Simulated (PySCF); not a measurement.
# MP2/def2-SVP run of CH7N2Si+ (SMILES C=N[SiH2][NH3+])

Wanted: a single-point energy of CH7N2Si+. 

Program for the calculation: PySCF 2.14.0.

11 further runs of the same task are left out: 11 set aside as unsound or not needed.

## Step 1: The structure to begin with

The species is CH7N2Si+ (11 atoms), meant as a singlet with charge +1. As SMILES, `C=N[SiH2][NH3+]`. The coordinates come from a GFN2-xTB relaxation. This is one conformer, not always the lowest.

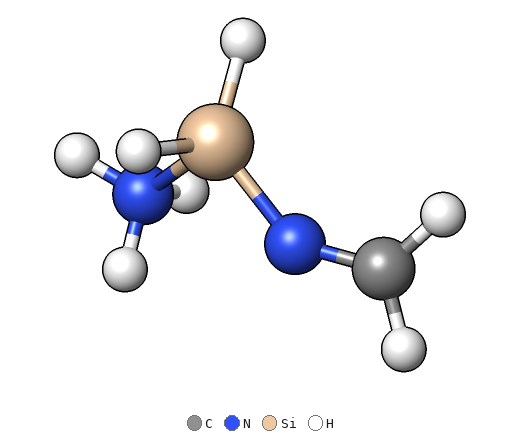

The structure, seen from a chosen angle (carbon grey, nitrogen blue, silicon light orange, hydrogen white).

## Step 2: The energy at MP2/def2-SVP

The input, job.py:

```python
from pyscf import gto, scf, mp

system = gto.Mole()
system.atom = '''
C       -1.444300       1.665300       0.435660
N       -0.463530       0.905260       0.251470
Si       0.172060      -0.597560       0.711120
N        1.064450      -0.925740      -0.970340
H       -2.335520       1.400540       1.001090
H       -1.420710       2.660200      -0.000210
H        1.289700      -0.344360       1.597990
H       -0.574110      -1.837730       0.856550
H        1.739280      -1.687390      -0.907640
H        0.407440      -1.155160      -1.716790
H        1.565260      -0.083380      -1.258890
'''
system.basis = 'def2-svp'
system.charge = 1
system.max_memory = 1860
system.spin = 0
system.verbose = 3
system.build()

calc0 = scf.RHF(system)
calc0.conv_tol = 1e-05
calc0.kernel()

pt = mp.MP2(calc0, frozen=8).run()
e_final = pt.e_tot
print('E = %.10f Eh' % e_final)
```

Started as:

```bash
$ OMP_NUM_THREADS=1 python job.py
```

What it wrote:

```text
converged SCF energy = -439.367128554819
E(RMP2) = -439.926379286152  E_corr = -0.559250731333491
E(SCS-RMP2) = -439.927977540739  E_corr = -0.560848985920121
E = -439.9263792862 Eh
```

Run time: 1.8 s. Hardware: 1 thread of Arm Neoverse V2, shared host; peak memory 0.23 GiB.

## Step 3: Results

Level: MP2/def2-SVP, 8 core orbitals frozen.

| quantity | value |
| --- | --- |
| total energy | -439.92638 Eh |
| HOMO energy (Hartree–Fock orbitals) | -15.10 eV |
| LUMO energy (Hartree–Fock orbitals) | -1.71 eV |
| HOMO–LUMO gap (Hartree–Fock orbitals) | 13.39 eV |
| correlation energy (8 core orbitals frozen) | -559.3 mEh |

In words: Mulliken charges of the mean-field density run from -0.60 on N2 to +0.94 on Si3.
